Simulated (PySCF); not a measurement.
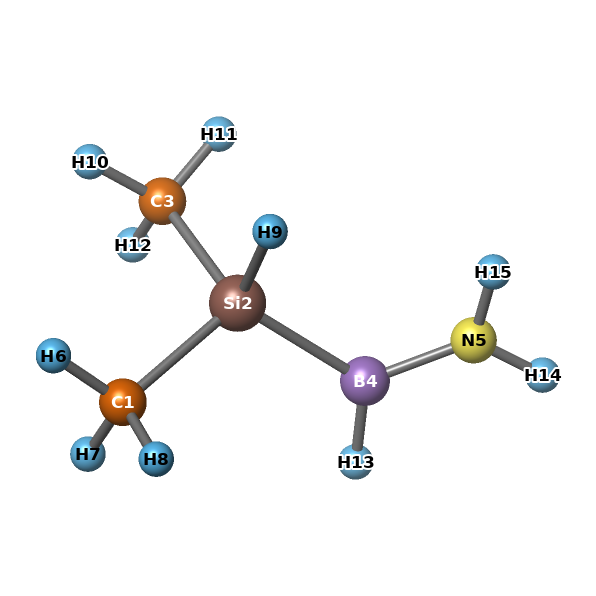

The computed structure is the end point of a GFN2-xTB optimisation. No frequency run is at hand to confirm it as a minimum. Properties computed with delta-SCF UKS SCAN, pcX-2 on the ionised atom, pcseg-1 elsewhere, spin-free X2C (PySCF 2.14.0).

Give the core-electron binding energies (to vacuum; p and d levels without spin–orbit splitting) of C1 1s, Si2 1s, Si2 2p, B4 1s, N5 1s.

| atom | level | binding energy (eV) |
| --- | --- | --- |
| C1 | 1s | 289.5 |
| Si2 | 1s | 1845.2 |
| Si2 | 2p | 105.7 |
| B4 | 1s | 195.0 |
| N5 | 1s | 405.4 |

The geometry is semi-empirical. Around B, Si such bond lengths and angles can be off by a tenth of an ångström or more and by several degrees, and values that hang on the shape move with them.
